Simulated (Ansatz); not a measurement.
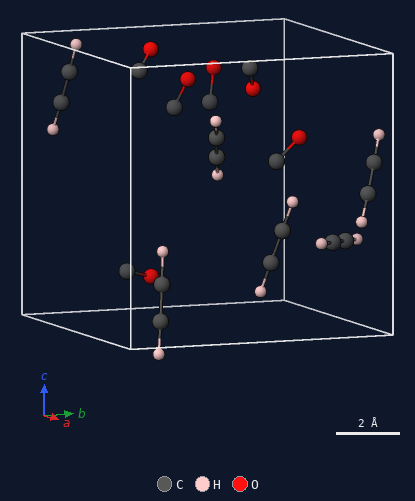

Starting frame of a dynamics run of a periodic cell with 6 C2H2 + 6 CO at 0.701 g/cm³. A ball-and-stick model of the simulation cell, seen slightly off an axis.

All numbers below come from DFT LDA, scalar-relativistic, plane waves, PAW (Ansatz).

The input:
```yaml
accuracy: low
crystal:
  lattice:
    - [9.157714, 0.0, 0.0]
    - [0.0, 9.157714, 0.0]
    - [0.0, 0.0, 9.157714]
  atoms:
    - { symbol: C, position: [0.90905463, 0.15127244, 0.20756915] }
    - { symbol: C, position: [0.94277539, 0.1316903, 0.08182173] }
    - { symbol: H, position: [0.97434963, 0.11263649, -0.03016133] }
    - { symbol: H, position: [0.87758493, 0.16740173, 0.31999717] }
    - { symbol: C, position: [0.60714609, 0.92715634, 0.28077945] }
    - { symbol: C, position: [0.51034348, 1.01560807, 0.27043631] }
    - { symbol: H, position: [0.42389981, 1.09554077, 0.26087771] }
    - { symbol: H, position: [0.69413354, 0.84832265, 0.2909569] }
    - { symbol: C, position: [0.93323159, 0.92636418, 0.49362064] }
    - { symbol: C, position: [0.86519485, 0.97774125, 0.59412795] }
    - { symbol: H, position: [0.80122597, 1.02304828, 0.68248853] }
    - { symbol: H, position: [0.99167616, 0.87849359, 0.40290315] }
    - { symbol: C, position: [0.19082882, 0.06429017, 0.77061792] }
    - { symbol: C, position: [0.25280563, 0.070062, 0.88645953] }
    - { symbol: H, position: [0.30770177, 0.07352352, 0.99062279] }
    - { symbol: H, position: [0.1333626, 0.05711982, 0.66780948] }
    - { symbol: C, position: [0.96515489, 0.33635209, 0.72669327] }
    - { symbol: C, position: [0.87078569, 0.37601787, 0.64411025] }
    - { symbol: H, position: [0.78825861, 0.41332904, 0.56895336] }
    - { symbol: H, position: [1.05126325, 0.29827048, 0.79770191] }
    - { symbol: C, position: [0.97158784, 0.58457616, 0.38488437] }
    - { symbol: C, position: [0.92041724, 0.5617232, 0.26584552] }
    - { symbol: H, position: [0.87552196, 0.54146349, 0.15846639] }
    - { symbol: H, position: [1.01838615, 0.60428523, 0.49165623] }
    - { symbol: O, position: [0.3722155, 0.47230209, 0.85454861] }
    - { symbol: C, position: [0.31592761, 0.44375916, 0.74881898] }
    - { symbol: O, position: [0.216888, 0.39706845, 0.1388553] }
    - { symbol: C, position: [0.26143735, 0.28632064, 0.16848913] }
    - { symbol: O, position: [0.6698446, 0.59759849, 0.85125271] }
    - { symbol: C, position: [0.74651945, 0.55362822, 0.93675043] }
    - { symbol: O, position: [0.57376447, 0.24734838, 0.99742352] }
    - { symbol: C, position: [0.64939084, 0.17234396, 0.93431594] }
    - { symbol: O, position: [0.03391284, 0.71071656, 0.84206876] }
    - { symbol: C, position: [0.06092892, 0.68472959, 0.72440119] }
    - { symbol: O, position: [0.51972927, 0.83600411, 0.64739283] }
    - { symbol: C, position: [0.53729504, 0.74184741, 0.56941733] }
basis:
  ecutwfc: 420.0
kpoints:
  mp_grid: { grid: [1, 1, 1] }
hamiltonian:
  xc: lda
scf:
  occupations: { method: fermi_dirac, width: 0.02 }
  lower_state_search: "off"
md:
  timestep: 0.75
  n_steps: 250
  ensemble: nvt_langevin
  temperature: 500.0
  initial_velocities: maxwell_boltzmann
  seed: 877768
  friction: 0.02
```

Command:
```bash
ansatz run input.yaml --threads 1 --pin off --max-ram 3072MiB --backend cpu --events-out ev --progress --plain --runs-dir out
```

**What does the trajectory do?**

The mean temperature in the second half is 465 K (standard deviation 38 K). The potential energy is still drifting at the end, so the run hasn't reached equilibrium. The potential energy in the second half lies on average 34.5 meV per atom above the first frame. In the second half of the run the atoms are, in the root-mean-square, this far from where they began (common drift taken out): H 0.80 Å, O 0.67 Å, C 0.53 Å. The heavy atoms stay within a fraction of a molecule's size of their starting places; so short a run doesn't tell a liquid from a solid.

Along the run (each row but the first and the last is the mean over the interval that it begins):

```csv
time (fs),potential energy (meV/atom),T (K)
0.0,0.0,486
18.8,20.0,388
37.5,28.9,401
56.2,38.9,428
75.0,37.1,436
93.8,39.5,421
112.5,36.6,456
131.2,31.8,458
150.0,32.5,496
168.8,31.9,494
187.5,39.3,492
```

The paths of the atoms:

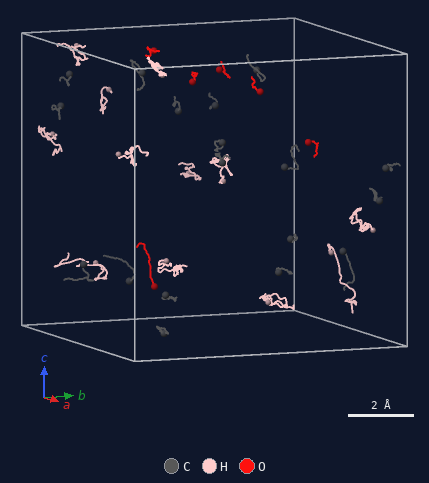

Limits of the set-up: the program's low-accuracy preset was used.

The run took 12 min on 1 thread of Arm Neoverse V2, with other jobs on the host, peak memory 0.58 GiB.
